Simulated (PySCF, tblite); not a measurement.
# C₄H₁₀ClFSi₂: geometry, infrared bands and NMR shifts

Wanted: the infrared bands and NMR shifts of C₄H₁₀ClFSi₂ (`F[C@@H]([SiH3])[Si@@H](Cl)C1CC1`), by calculation.

Programs: tblite 0.8.0 and PySCF 2.14.0, with density-fitted response routines of our own. Each step states its level of theory. These are calculated values for one molecule in the gas phase, unless marked as measured. Atoms are numbered from 0 throughout.

## (1) The molecule as given

18 atoms, charge 0, multiplicity 1; geometry from: force field or distance geometry start.

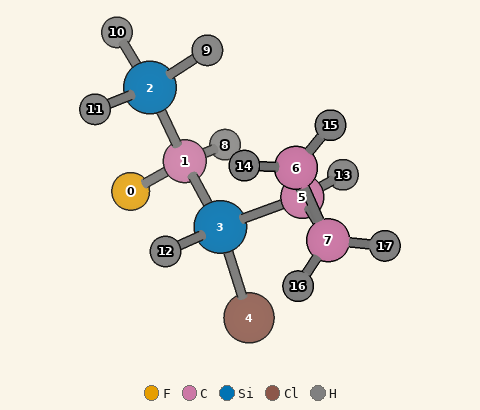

As it starts; fluorine amber, carbon pink, silicon blue, chlorine brown, hydrogen grey, atoms numbered; sticks join atoms by distance.

## (2) Geometry optimisation with GFN2-xTB

The job: settings as JSON, then the geometry in Å.

```
{"job": {"kind": "relax", "xc": "GFN2-xTB", "basis": "xTB"}, "charge": 0, "multiplicity": 1}
F     -2.329100    -2.216800     0.196400
C     -1.636200    -1.193800    -0.391800
Si    -2.445000     0.395900     0.001500
Si     0.061700    -1.116500     0.325800
Cl     0.962000    -2.966800     0.140400
C      1.206100     0.104700    -0.529600
C      1.427300     1.470800     0.075300
C      2.533000     0.448800     0.130700
H     -1.603300    -1.398800    -1.456400
H     -1.775200     1.529500    -0.679400
H     -3.859300     0.404900    -0.497200
H     -2.488600     0.697900     1.455800
H      0.052100    -0.844700     1.806300
H      1.209800     0.019100    -1.609900
H      0.954700     1.745500     1.022300
H      1.549200     2.311600    -0.581700
H      2.784700     0.025000     1.096200
H      3.387300     0.590000    -0.516400
```

Launch:

```console
$ OMP_NUM_THREADS=1 python probes_run.py task.json out
```

One launch serves the whole session: the jobs run in the order shown.

**Question.** This job is followed by: GFN2-xTB harmonic vibrations, gas phase; GIAO PBE0/pcSseg-1 NMR shielding, non-relativistic, gas phase. Predict these results of the whole session: strongest single infrared mode (GFN2-xTB); zero-point energy (GFN2-xTB); 13C shifts against TMS (PBE0/pcSseg-1); 1H shifts against TMS (PBE0/pcSseg-1, means over atoms taken as alike); 19F shifts against CFCl3 (PBE0/pcSseg-1); 29Si shifts against TMS (PBE0/pcSseg-1); 35Cl shifts against HCl (PBE0/pcSseg-1); surface potential, least and greatest.

As calculated:

| quantity | value |
| --- | --- |
| strongest single infrared mode (GFN2-xTB) | 2282 cm⁻¹, 476 km/mol |
| zero-point energy (GFN2-xTB) | 77.7 kcal/mol |
| 13C shifts against TMS (PBE0/pcSseg-1) | 87.2, 4.8, 3.4, 0.7 ppm |
| 1H shifts against TMS (PBE0/pcSseg-1, means over atoms taken as alike) | 5.41, 4.69, 4.06, 0.83, 0.63, 0.45, 0.25, -0.21 ppm |
| 19F shifts against CFCl3 (PBE0/pcSseg-1) | -301.1 ppm |
| 29Si shifts against TMS (PBE0/pcSseg-1) | 13.1, -75.5 ppm |
| 35Cl shifts against HCl (PBE0/pcSseg-1) | -17 ppm |
| surface potential, least and greatest | -1.08 V and 1.20 V |

**Reading.** The optimisation took 113 steps and gained 0.381 eV; among the close pairs (by a distance rule), C1–Si2 changed most, from 1.826 to 1.920 Å. No mode is imaginary among the 48: a minimum at this level. The strongest single mode, at 2282 cm⁻¹, moves mainly H11 and H9. Unscaled tight-binding wavenumbers are off by several per cent, some by more. Its intensities can rank the bands wrongly. The most deshielded carbon is C1 (sp3 CH bonded to F and 2 Si), at 87.2 ppm: deshielded by the electronegative neighbour. The most deshielded hydrogen is H8 (hydrogen on an sp3 CH bonded to F and 2 Si), at 5.41 ppm: its carbon carries F, hence the downfield position. At PBE0/pcSseg-1: The widest tensor belongs to C1: span 123 ppm, with a paramagnetic part of -156 ppm.
